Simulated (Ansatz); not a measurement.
**SF (Monosulfur monofluoride) at UCCSD/STO-3G**

Aim: the electronic atomisation energy of SF (Monosulfur monofluoride) at UCCSD/STO-3G, from 3 runs. 

The calculation is run with Ansatz 0.2.0.

34 further runs of the same task are left out: 6 that didn't finish, 28 set aside as unsound or not needed.

## Step 1: The system as given

The species is SF (2 atoms), meant as a doublet with charge 0. SMILES: `F[S]`. The coordinates come from a PBE0-D4/def2-TZVP relaxation.

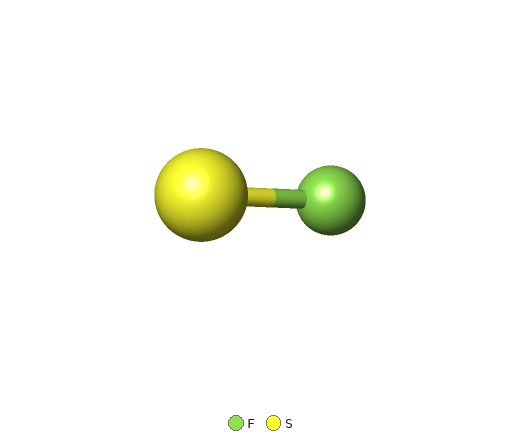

Viewed from a chosen angle; fluorine green, sulfur yellow.

## Step 2: The energy at UCCSD/STO-3G

The input, molecule.yaml:

```yaml
basis:
  gaussian: {orbitals: STO-3G}
crystal:
  periodic: [false, false, false]
  atoms:
    - symbol: F
      position_ang: [-0.000000, -0.000000, 0.016120]
    - symbol: S
      position_ang: [0.000000, 0.000000, 1.610410]
magnetization: {spin_polarized: true, initial_magnetization: 1}
correlation: {method: ccsd, frozen_orbitals: {F: 1, S: 5}}
accuracy: high
scf: {omitted_lower_state_checks: [cluster_reference, increment]}
```

Launch:

```bash
ansatz run molecule.yaml --threads 1 --pin off --max-ram 3480MiB --events-out events.jsonl --progress --plain --runs-dir runs
```

Log, shortened:

```text
Warning: RAYON_NUM_THREADS=1 ignored (pool sized by the plan → 1); use --threads N
Functional definition: HF
  name "HF"
[...]
224 factors; integrals over basis functions are off by at most 2.9e-8 eV
[...]
mean field -13364.80433836 eV, -491.1475004449 hartree, gradient 9.5e-8 eV, S^2 0.753894; 2 other end points of the search recorded, 0 dependent functions left out
6 core orbitals not correlated: weight in the atoms' cores, before any rotation towards them, 1.000 or more for the frozen orbitals, at most 0.000 for the correlated occupied ones
reference -13364.80433836 eV, -491.1475004449 hartree; 7, 6 occupied and 1, 2 virtual orbitals, 224 factors
second order -0.84935502 eV of doubles, -0.00000000 eV of singles
cycle   1  -1.03781675 eV  change   -1.9e-1 eV  update   5.7e-2
[...]
cycle  21  -1.21325991 eV  change  -7.9e-10 eV  update  3.6e-10
Total energy: -13366.01759827 eV, -491.1920869242 hartree
Checks for a lower state left out: cluster_reference, increment
```

Wall time 0.16 s (1 thread of Arm Neoverse V1, shared host).

## Step 3: The F atom, same level

The input, input.yaml:

```yaml
crystal:
  periodic: [false, false, false]
  atoms:
    - {symbol: F, position_ang: [0.000000, 0.000000, 0.000000]}
basis:
  gaussian:
    orbitals: STO-3G
magnetization:
  spin_polarized: true
  initial_magnetization: 1
correlation:
  method: ccsd
  frozen_orbitals: {F: 1}
accuracy: high
scf:
  omitted_lower_state_checks: [cluster_reference, increment]
```

Run the same way, it converges to -97.98651 Eh (log not shown).

## Step 4: The S atom, same level

The input, run.yaml:

```yaml
crystal:
  periodic: [false, false, false]
  atoms:
    - symbol: S
      position_ang: [0.000000, 0.000000, 0.000000]
basis:
  gaussian:
    orbitals: STO-3G
scf:
  omitted_lower_state_checks: [cluster_reference, increment]
correlation:
  method: ccsd
  frozen_orbitals: {S: 5}
accuracy: high
magnetization:
  spin_polarized: true
  initial_magnetization: 2
```

Launch:

```bash
ansatz run run.yaml --threads 1 --pin off --max-ram 3480MiB --events-out events.jsonl --progress --plain --runs-dir runs
```

Log, shortened:

```text
Warning: RAYON_NUM_THREADS=1 ignored (pool sized by the plan → 1); use --threads N
Functional definition: HF
  name "HF"
[...]
42 factors; integrals over basis functions are off by at most 2.4e-9 eV
[...]
mean field -10697.61824501 eV, -393.1302193981 hartree, gradient 1.5e-9 eV, S^2 2.000000; 3 other end points of the search recorded, 0 dependent functions left out
5 core orbitals not correlated: weight in the atoms' cores, before any rotation towards them, 1.000 or more for the frozen orbitals, at most 0.000 for the correlated occupied ones
reference -10697.61824501 eV, -393.1302193981 hartree; 4, 2 occupied and 0, 2 virtual orbitals, 42 factors
second order 0.00000000 eV of doubles, 0.00000000 eV of singles
cycle   1  -0.00000000 eV  change     0.0e0 eV  update    0.0e0
cycle   2  -0.00000000 eV  change     0.0e0 eV  update    0.0e0
Total energy: -10697.61824501 eV, -393.1302193981 hartree
Checks for a lower state left out: cluster_reference, increment
```

Wall time 0.08 s (1 thread of Arm Neoverse V1, shared host).

## Step 5: Outcome

At UCCSD/STO-3G, 6 core orbitals frozen:

| quantity | value |
| --- | --- |
| molecule: total energy | -491.19209 Eh |
| molecule: correlation energy (6 core orbitals frozen) | -44.6 mEh |
| molecule: ⟨S²⟩ of the reference determinant | 0.754 |
| molecule: T1 diagnostic | 0.023 |
| F atom: total energy | -97.98651 Eh |
| F atom: correlation energy (1 core orbital frozen) | 0.0 mEh |
| F atom: ⟨S²⟩ of the reference determinant | 0.750 |
| F atom: T1 diagnostic | 0.000 |
| S atom: total energy | -393.13022 Eh |
| S atom: correlation energy (5 core orbitals frozen) | 0.0 mEh |
| S atom: ⟨S²⟩ of the reference determinant | 2.000 |
| S atom: T1 diagnostic | 0.000 |
| electronic atomisation energy | 2.051 eV |

**Reading.** Taking the molecule apart into free atoms costs 2.05 eV (198 kJ/mol), before zero-point energy and without spin-orbit coupling. In a minimal basis such a difference can be off by several eV, whatever the method.
